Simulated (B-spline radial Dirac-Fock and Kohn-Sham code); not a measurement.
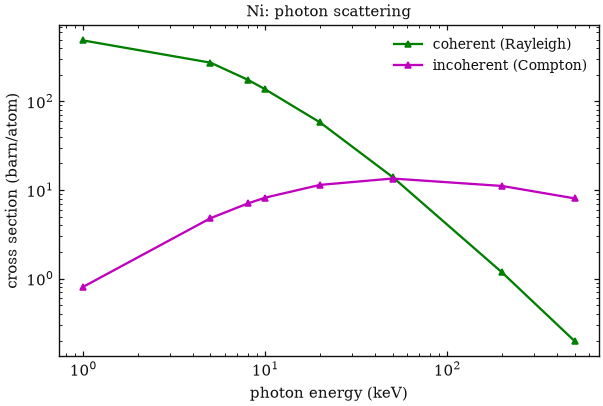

**Figure.** Coherent and incoherent photon scattering cross sections against photon energy, computed at the marked points and joined by straight lines. System: atomic Ni in the configuration [Ar] 3d8 4s1 4p1, which is not the ground configuration. Level of theory: Thomson × f² and Klein–Nishina × S on Dirac–Fock densities, without anomalous dispersion; calculated with a radial B-spline solver.

Coherent scattering falls from 488 b at 1.00 keV to 0.198 b at 500 keV. Incoherent scattering is largest at 50.0 keV among the points computed (13.5 b), and it overtakes the coherent part between 50.0 keV and 200 keV.
